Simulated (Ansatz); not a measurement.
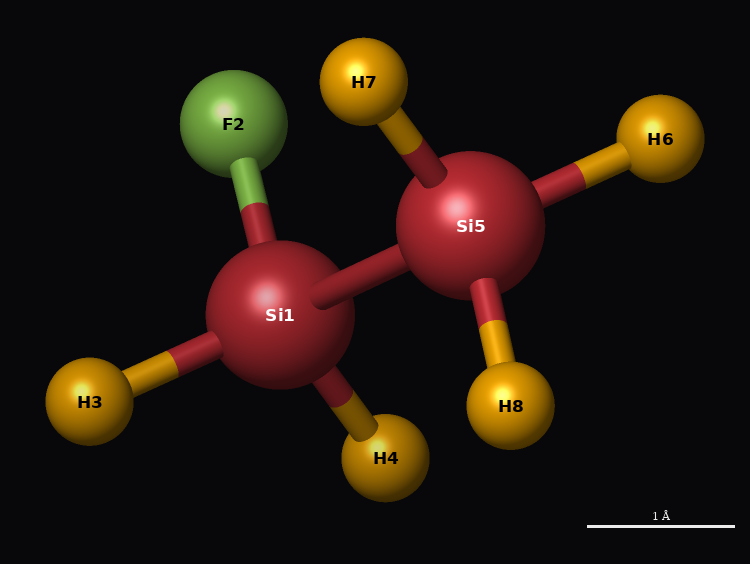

The atoms are numbered. The computed structure is the end point of a PBE0-D4/def2-TZVP optimisation.

List the bonds and their lengths.

| bond | length (Å) |
| --- | --- |
| Si1–F2 | 1.607 |
| Si1–H3 | 1.486 |
| Si1–H4 | 1.486 |
| Si1–Si5 | 2.342 |
| Si5–H6 | 1.487 |
| Si5–H7 | 1.487 |
| Si5–H8 | 1.489 |
